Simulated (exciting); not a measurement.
Consider KCdF3, space group Pm-3m.

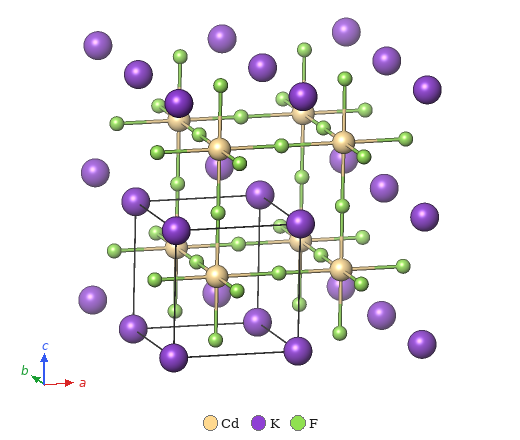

The structure (cadmium orange, potassium purple, fluorine green). 2×2×2 cells are drawn. Some periodic images of atoms are drawn too.

```
Cd K F
1.0
     4.38209    0.00000    0.00000
     0.00000    4.38209    0.00000
     0.00000    0.00000    4.38209
Cd K F
1 1 3
Direct
  0.50000 0.50000 0.50000
  0.00000 0.00000 0.00000
  0.50000 0.50000 0.00000
  0.50000 0.00000 0.50000
  0.00000 0.50000 0.50000
```

Absorber: atom 2, with 12 F at 3.10 Å (cuboctahedral, site symmetry m-3m). Method: exciting, all-electron LAPW+lo, LDA, spinor conduction states, exchange and screened direct term (singlet BSE), 2×2×2 shifted k points, 30 conduction spinor bands, |G+q| up to 4.5 bohr⁻¹ (3.6 in the exchange term), full RPA screening with nempty = 62, Lorentzian half width 0.25 eV.

What does the K L₂,₃ spectrum look like, and is there a bound core exciton?

Bound core exciton? Yes on this mesh: the first bright state (over 5 % of the brightest) lies at -0.86 eV from the Kohn–Sham onset and at -2.09 eV from the lowest bare transition of its own mesh; weaker or dark states reach down to -0.97 eV. Maxima (height): -0.2 eV (1.00) and 2.5 eV (0.66).

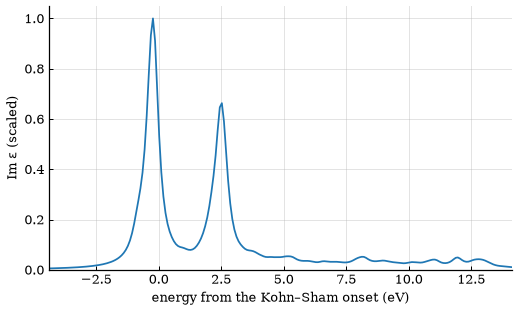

Energy from the Kohn–Sham onset, core level to the lowest empty state found on the meshes used; Im ε in relative units.

A mesh of 8 points doesn't converge binding energies, and the weak maxima beyond the white lines are largely noise of the mesh. The multiplet shape isn't converged in the kernel cutoffs, and the cutoff of the direct term wasn't varied. Measured L₃ and L₂ lines of such d⁰ ions are about equally strong. The zero comes from the unshifted 2×2×2 ground-state mesh; it is exact only where the band minimum lies on that mesh. The Kohn–Sham onset, 274 eV, is no photon energy (tabulated edge of the element: 294.6 eV): the scale needs a rigid shift. Bands and screening come from semilocal DFT, whose small gap overscreens. Charge-transfer satellites and vibrations lie outside this two-particle theory. The structure is a Materials Project entry, computed there, and may be a hypothetical form.

[Banner, clock and machine lines of the logs are left out without a mark of their own.]

[Logs are printed without paths, hosts, clocks, repeated set-up lines and the standing remarks that a program may print on its own settings, such as how far it seeks lower states.]

[Hosts, paths, dates, database ids (printed as entryN), source tags and the programs' standing remarks are cut or masked in the printed files.]
